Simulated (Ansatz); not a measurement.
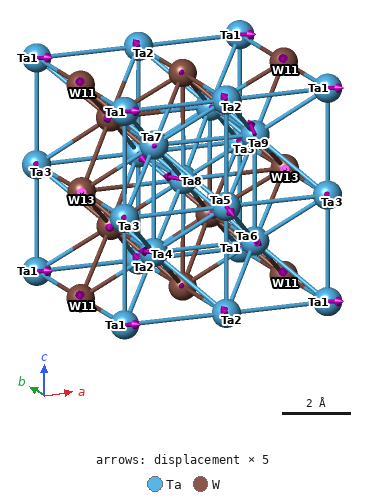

This is a relaxation of solid Ta₅W₃ (a generated structure, set up in P1) (coarse preliminary run). The starting structure is drawn; purple arrows show the displacements (the part carried along by the change of the cell is left out), 5 times their true length.

The picture is a ball-and-stick view of the cell of the calculation, seen slightly off an axis.

Case: elements placed on the bcc lattice at random.

Method: Ansatz, DFT PBE, scalar-relativistic, plane waves, PAW.

Input
```yaml
crystal:
  lattice:
    - [6.53901584, 0.0, 0.0]
    - [0.0, 6.53901584, 0.0]
    - [0.0, 0.0, 6.53901584]
  atoms:
    - { symbol: Ta, position: [0.0002073438, 0.0047092411, 0.9988565805] }
    - { symbol: Ta, position: [0.4993385989, 0.9995945267, 0.999813011] }
    - { symbol: Ta, position: [0.9975968183, 0.000248118, 0.4994333131] }
    - { symbol: Ta, position: [0.2498732308, 0.2512026712, 0.2487077184] }
    - { symbol: Ta, position: [0.4991141312, 0.0013466112, 0.500193415] }
    - { symbol: Ta, position: [0.7481333391, 0.2524496214, 0.2483592883] }
    - { symbol: Ta, position: [0.252285931, 0.2517704952, 0.7518431902] }
    - { symbol: Ta, position: [0.5044638544, 0.5018395747, 0.5001507291] }
    - { symbol: Ta, position: [0.7470128585, 0.2470844954, 0.7474502353] }
    - { symbol: Ta, position: [0.7461375671, 0.7546243943, 0.7538778807] }
    - { symbol: W, position: [0.9973247427, 0.4979802496, 0.0004027907] }
    - { symbol: W, position: [0.5010846984, 0.5010852782, 0.9998745352] }
    - { symbol: W, position: [0.000699108, 0.4944155255, 0.5014805234] }
    - { symbol: W, position: [0.2541020494, 0.7506879717, 0.2479843621] }
    - { symbol: W, position: [0.7421086213, 0.753146779, 0.2528737917] }
    - { symbol: W, position: [0.2532306461, 0.7545522005, 0.7545913716] }
  symmetry: { detect: false }
basis:
  ecutwfc: 420
kpoints:
  mp_grid: { grid: [2, 2, 2], shift: [0.5, 0.5, 0.5] }
hamiltonian:
  xc: pbe
scf:
  occupations: { method: gaussian, width: 0.1 }
  lower_state_search: "off"
output:
  forces: true
  stress: true
  eigenvalues: true
relax:
  adjacent_minimum: "off"
  f_tol: 0.04
  max_steps: 50
  cell: { stress_tol: 0.3 }
```

Run as
```bash
ansatz run input.yaml --threads 4 --pin off --max-ram 9216MiB --backend cpu --events-out ev --progress --plain --runs-dir out
```

**Atoms of which element are displaced furthest, and by how much?**

Tantalum: up to 0.17 Å, against 0.08 Å for tungsten.

**What did the optimiser do to the structure, and how much energy did it gain?**

After 12 accepted moves (16 points after the start) the energy has fallen by 54.1 meV per atom. The largest force component goes from 1.2 to 0.04 eV/Å. The pressure goes from 1.96 to 0.04 GPa. The line search rejected the trial steps at points 1, 11, 13 of the run. The SCF was repeated once at an unchanged geometry on a basis and grid sized afresh for the cell, which shifted the energy by 0.1 meV per atom at most. The atom that moves furthest relative to the cell is Ta10 (0.17 Å roughly along [1 −2 0]). Largest moves by element: Ta 0.17 Å, W 0.08 Å. The volume changes by +1.0 %, with a 6.539 → 6.515 Å (−0.4 %), b 6.539 → 6.652 Å (+1.7 %), c 6.539 → 6.520 Å (−0.3 %), β 90.0° → 88.9°, γ 90.0° → 89.4°. Among the contacts that change: Ta9–Ta10 3.220 → 3.535 Å, Ta5–Ta8 3.273 → 3.535 Å, Ta1–W11 3.226 → 3.473 Å, Ta5–Ta9 2.797 → 3.008 Å. The space group (tolerance 0.01 Å) goes from P1 (No. 1) to P-1 (No. 2). The run took 79 s on 4 threads of Intel(R) Xeon(R) Platinum 8259CL CPU @ 2.50GHz (Skylake/Cascade Lake), with other jobs on the host, peak memory 1 GiB.

Limits of the set-up: the k-point mesh is coarse for a cell with partly filled bands.
